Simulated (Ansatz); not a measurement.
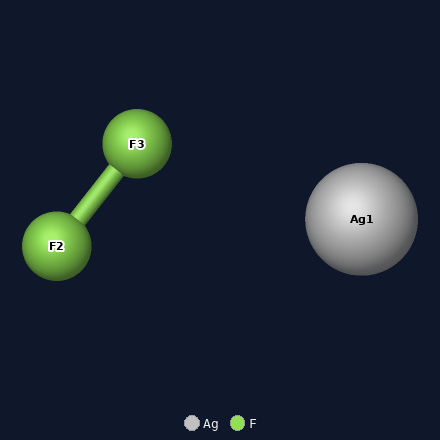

The system is the pair Ag···F₂, charge +1; the picture shows the reference structure. First axis: separation of F3 and Ag1 along their line in the relaxed pair. Second axis: sideways slip of Ag1. Nothing is relaxed (both partners rigid). Grid: 15 × 15 points. Points are written as (first, second). All energies are given in kcal/mol relative to the lowest grid point. Method: RKS PBE0-D4/def2-TZVPD in Ansatz 0.2.0.

Its coordinates:

```xyz
3

Ag   -0.0006    0.0033   -1.8778
F     0.1076   -0.5732    1.3096
F    -0.1071    0.5699    0.5682
```

Range: separation of F3 and Ag1 along their line in the relaxed pair from 2.111 to 4.111 Å; sideways slip of Ag1 from −2.200 to 2.200 Å.

What will the energy surface look like?

Answer. The lowest grid point is at (2.457 Å, 0.000 Å). The energy also falls towards the edge at (2.111 Å, 2.200 Å) (0.50 kcal/mol above the lowest), where a further well may lie outside the range. The highest grid point, (2.111 Å, 0.000 Å), lies 5.38 kcal/mol above the lowest.

| second ↓, first → | 2.111 | 2.161 | 2.242 | 2.342 | 2.457 | 2.584 | 2.722 | 2.869 | 3.025 | 3.188 | 3.360 | 3.538 | 3.723 | 3.914 | 4.111 |
| --- | --- | --- | --- | --- | --- | --- | --- | --- | --- | --- | --- | --- | --- | --- | --- |
| 2.200 | 0.50 | 0.62 | 0.85 | 1.16 | 1.52 | 1.91 | 2.29 | 2.65 | 2.98 | 3.27 | 3.53 | 3.75 | 3.94 | 4.10 | 4.24 |
| 1.886 | 0.52 | 0.54 | 0.65 | 0.87 | 1.19 | 1.57 | 1.98 | 2.37 | 2.74 | 3.06 | 3.36 | 3.61 | 3.83 | 4.01 | 4.17 |
| 1.571 | 0.90 | 0.73 | 0.62 | 0.68 | 0.91 | 1.25 | 1.66 | 2.08 | 2.48 | 2.85 | 3.19 | 3.47 | 3.72 | 3.93 | 4.11 |
| 1.257 | 1.65 | 1.20 | 0.76 | 0.57 | 0.65 | 0.92 | 1.32 | 1.77 | 2.22 | 2.64 | 3.01 | 3.34 | 3.62 | 3.85 | 4.05 |
| 0.943 | 2.82 | 1.98 | 1.07 | 0.54 | 0.40 | 0.59 | 0.97 | 1.45 | 1.95 | 2.42 | 2.85 | 3.22 | 3.53 | 3.79 | 4.00 |
| 0.629 | 4.22 | 2.95 | 1.52 | 0.58 | 0.20 | 0.28 | 0.65 | 1.16 | 1.72 | 2.24 | 2.72 | 3.12 | 3.46 | 3.74 | 3.97 |
| 0.314 | 5.33 | 3.70 | 1.88 | 0.62 | 0.07 | 0.08 | 0.44 | 0.97 | 1.57 | 2.13 | 2.64 | 3.07 | 3.43 | 3.73 | 3.96 |
| 0.000 | 5.38 | 3.70 | 1.84 | 0.56 | 0.00 | 0.01 | 0.39 | 0.95 | 1.55 | 2.13 | 2.65 | 3.09 | 3.45 | 3.75 | 3.99 |
| −0.314 | 4.20 | 2.86 | 1.38 | 0.41 | 0.04 | 0.14 | 0.56 | 1.11 | 1.71 | 2.27 | 2.76 | 3.18 | 3.53 | 3.81 | 4.04 |
| −0.629 | 2.56 | 1.74 | 0.87 | 0.36 | 0.27 | 0.51 | 0.94 | 1.47 | 2.02 | 2.52 | 2.97 | 3.34 | 3.66 | 3.91 | 4.12 |
| −0.943 | 1.43 | 1.07 | 0.74 | 0.64 | 0.77 | 1.08 | 1.50 | 1.97 | 2.43 | 2.86 | 3.24 | 3.55 | 3.82 | 4.04 | 4.22 |
| −1.257 | 1.23 | 1.16 | 1.14 | 1.25 | 1.48 | 1.79 | 2.16 | 2.54 | 2.90 | 3.24 | 3.53 | 3.79 | 4.00 | 4.18 | 4.33 |
| −1.571 | 1.73 | 1.77 | 1.87 | 2.04 | 2.26 | 2.52 | 2.81 | 3.09 | 3.36 | 3.61 | 3.83 | 4.02 | 4.19 | 4.32 | 4.44 |
| −1.886 | 2.50 | 2.56 | 2.67 | 2.82 | 2.99 | 3.18 | 3.38 | 3.58 | 3.77 | 3.94 | 4.10 | 4.24 | 4.36 | 4.46 | 4.55 |
| −2.200 | 3.22 | 3.27 | 3.36 | 3.46 | 3.58 | 3.71 | 3.84 | 3.97 | 4.10 | 4.22 | 4.33 | 4.42 | 4.51 | 4.58 | 4.64 |

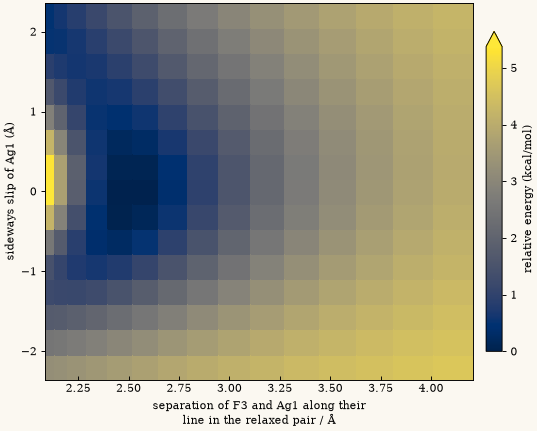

The picture shows one coloured cell a grid point, one colour for all values above the top of the scale.

Each point was launched as `ansatz run input.yaml --threads 1 --pin off --max-ram 2560MiB --backend cpu --events-out ev --progress --plain --runs-dir out`. Time for the 225 points that were run: 11 min on 1 thread of Arm Neoverse V1 (shared host).
